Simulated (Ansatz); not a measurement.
**One shape, several levels: BSiH4 (SMILES [BH][SiH3])**

Wanted: a comparison of 6 runs (U-r2SCAN/STO-3G, U-revPBE/STO-3G, UCAM-B3LYP/STO-3G, UMP2/STO-3G, UCCSDT(Q)/STO-3G, UCCSDT/STO-3G) of BSiH4. 

Program for the calculation: Ansatz 0.2.0.

54 further runs of the same task are left out: 1 that didn't finish, 53 set aside as unsound or not needed.

## Step 1: The structure to begin with

BSiH4: 6 atoms, total charge 0, spin state doublet. SMILES: `[BH][SiH3]`. The H3–B1 distance was set to 1.736 Å, away from the relaxed value. At this shape a bond of the SMILES string is far longer than usual.

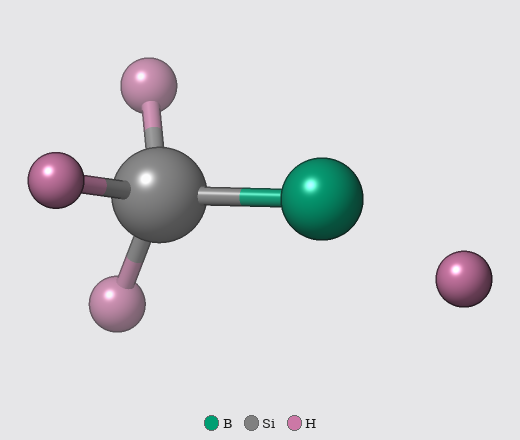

The structure, seen from a chosen angle (boron teal, silicon grey, hydrogen pink).

## Step 2: A single-point energy at U-r2SCAN/STO-3G (run 1)

in.yaml reads:

```yaml
crystal:
  periodic: [false, false, false]
  atoms:
    - {symbol: B, position_ang: [0.804326, -0.284512, 0.512346]}
    - {symbol: Si, position_ang: [-0.402904, 0.923968, -0.337384]}
    - {symbol: H, position_ang: [1.206890, -1.921260, 0.929580]}
    - {symbol: H, position_ang: [-1.645654, 0.407148, -0.959264]}
    - {symbol: H, position_ang: [0.258506, 1.648288, -1.439934]}
    - {symbol: H, position_ang: [-0.892084, 1.954198, 0.599286]}
basis:
  gaussian: {orbitals: STO-3G}
total_charge: 0
magnetization: {spin_polarized: true, initial_magnetization: 1}
hamiltonian: {xc: {name: r2SCAN}}
accuracy: high
```

On the command line:

```console
ansatz run in.yaml --threads 1 --pin off --max-ram 2610MiB --events-out events.jsonl --progress --plain --runs-dir runs
```

Output:

```text
Warning: RAYON_NUM_THREADS=1 ignored (pool sized by the plan → 1); use --threads N
Functional definition: r2SCAN
  name "r2SCAN"
  parameter k0 = 0.174
  parameter k1 = 0.065
  parameter a1 = 4.9479
  exchange = r2scan_x(k0 = k0, k1 = k1, a1 = a1)
  correlation = r2scan_c
312 factors; integrals over basis functions are off by at most 3.6e-8 eV
mean field evaluation 1: about -8510.7457 eV, gradient 1.2e1 eV
mean field evaluation 2: about -8510.5218 eV, gradient 1.2e1 eV
mean field evaluation 4: about -8511.9091 eV, gradient 5.2e-1 eV
mean field evaluation 8: about -8511.8187 eV, gradient 3.5e-2 eV
mean field evaluation 16: about -8511.8188 eV, gradient 3.3e-5 eV
mean field evaluation 32: about -8511.7565 eV, gradient 7.1e-1 eV
mean field -8511.81882127 eV, -312.8035721638 hartree, gradient 3.1e-8 eV, S^2 0.757416; 2 other end points of the search recorded, 0 dependent functions left out
reference -8511.81882230 eV, -312.8035722015 hartree; 12, 11 occupied and 6, 7 virtual orbitals, 312 factors
Total energy: -8511.81882230 eV, -312.8035722015 hartree
```

Run time: 7.8 s. Hardware: 1 thread of Intel Xeon Platinum 8259CL at 2.50GHz (Skylake/Cascade Lake), shared host; peak memory 0.24 GiB.

## Step 3: The energy at U-revPBE/STO-3G (run 2)

Changes to in.yaml since step 2:

```diff
@@ -10,6 +10,9 @@
 basis:
-  gaussian: {orbitals: STO-3G}
-total_charge: 0
-magnetization: {spin_polarized: true, initial_magnetization: 1}
-hamiltonian: {xc: {name: r2SCAN}}
+  gaussian:
+    orbitals: STO-3G
+magnetization:
+  spin_polarized: true
+  initial_magnetization: 1
+hamiltonian:
+  xc: {name: revPBE}
 accuracy: high
```

On the command line:

```console
ansatz run in.yaml --threads 1 --pin off --max-ram 2610MiB --events-out events.jsonl --progress --plain --runs-dir runs
```

Output:

```text
Warning: RAYON_NUM_THREADS=1 ignored (pool sized by the plan → 1); use --threads N
Functional definition: revPBE
  name "revPBE"
  parameter kappa = 1.245
  parameter beta = 0.06672455060314922
  exchange = pbe_x(kappa = kappa, mu = beta*pi^2/3)
  correlation = pbe_c(beta = beta)
312 factors; integrals over basis functions are off by at most 3.6e-8 eV
mean field evaluation 1: about -8510.1483 eV, gradient 1.2e1 eV
mean field evaluation 2: about -8509.3970 eV, gradient 1.5e1 eV
mean field evaluation 4: about -8511.4012 eV, gradient 5.0e-1 eV
mean field evaluation 8: about -8511.3051 eV, gradient 1.5e-2 eV
mean field evaluation 16: about -8511.3051 eV, gradient 4.3e-6 eV
mean field -8511.30507016 eV, -312.7846921587 hartree, gradient 3.0e-8 eV, S^2 0.753103; 3 other end points of the search recorded, 0 dependent functions left out
reference -8511.30507266 eV, -312.7846922506 hartree; 12, 11 occupied and 6, 7 virtual orbitals, 312 factors
Total energy: -8511.30507266 eV, -312.7846922506 hartree
```

It took 2.6 s on 1 thread of Intel Xeon Platinum 8259CL at 2.50GHz (Skylake/Cascade Lake), shared host; peak memory 0.14 GiB.

Runs 3 to 5 aren't shown in full; the table further down has their settings and results.

## Step 4: A single-point energy at UCCSDT/STO-3G (run 6)

Changes to in.yaml since step 3:

```diff
@@ -10,9 +10,6 @@
 basis:
-  gaussian:
-    orbitals: STO-3G
-magnetization:
-  spin_polarized: true
-  initial_magnetization: 1
-hamiltonian:
-  xc: {name: revPBE}
+  gaussian: {orbitals: STO-3G}
+magnetization: {spin_polarized: true, initial_magnetization: 1}
+correlation: {method: ccsdt, frozen_orbitals: {B: 1, H: 0, Si: 5}}
 accuracy: high
+scf: {omitted_lower_state_checks: [cluster_reference, increment]}
```

On the command line:

```console
ansatz run in.yaml --threads 1 --pin off --max-ram 2610MiB --events-out events.jsonl --progress --plain --runs-dir runs
```

Output (excerpt; [...] marks lines left out):

```text
Warning: RAYON_NUM_THREADS=1 ignored (pool sized by the plan → 1); use --threads N
Functional definition: HF
  name "HF"
[...]
312 factors; integrals over basis functions are off by at most 3.6e-8 eV
[...]
mean field -8492.03717882 eV, -312.0766102121 hartree, gradient 2.2e-8 eV, S^2 0.927238; 4 other end points of the search recorded, 0 dependent functions left out
6 core orbitals not correlated: weight in the atoms' cores, before any rotation towards them, 1.000 or more for the frozen orbitals, at most 0.000 for the correlated occupied ones
reference -8492.03717882 eV, -312.0766102121 hartree; 6, 5 occupied and 6, 7 virtual orbitals, 312 factors
second order -1.84913806 eV of doubles, -0.00000000 eV of singles
cycle   1  -2.49054935 eV  change   -6.4e-1 eV  update   8.4e-2
[...]
cycle  37  -3.24648862 eV  change  -6.8e-10 eV  update  3.8e-10
Total energy: -8495.28366745 eV, -312.1959164685 hartree
Checks for a lower state left out: cluster_reference, increment
```

Wall time 1.4 s (1 thread of Intel Xeon Platinum 8259CL at 2.50GHz (Skylake/Cascade Lake), shared host).

## Step 5: All runs side by side

```csv
run,level,frozen core orbitals,energy (Eh),⟨S²⟩,wall time
1,U-r2SCAN/STO-3G,–,-312.803572,0.757,7.8 s
2,U-revPBE/STO-3G,–,-312.784692,0.753,2.6 s
3,UCAM-B3LYP/STO-3G,–,-312.796071,0.754,4.2 s
4,UMP2/STO-3G,6,-312.144565,0.927,0.26 s
5,UCCSDT(Q)/STO-3G,6,-312.195959,0.927,2 s
6,UCCSDT/STO-3G,6,-312.195916,0.927,1.4 s
```

## Step 6: Results

| quantity | value |
| --- | --- |
| run 6: total energy | -312.19592 Eh |
| run 6: correlation energy (6 core orbitals frozen) | -119.3 mEh |
| run 6: ⟨S²⟩ of the reference determinant | 0.927 |
| run 6: T1 diagnostic | 0.045 |

In words: Totals of different functionals can't be ranked against each other. In runs 1, 2, 3, 4, 5, 6 the basis is minimal, so the values are rough. Spin contamination of the reference: run 4 ⟨S²⟩ = 0.93, run 5 ⟨S²⟩ = 0.93, run 6 ⟨S²⟩ = 0.93. All runs together took 18 s, the longest 7.8 s.
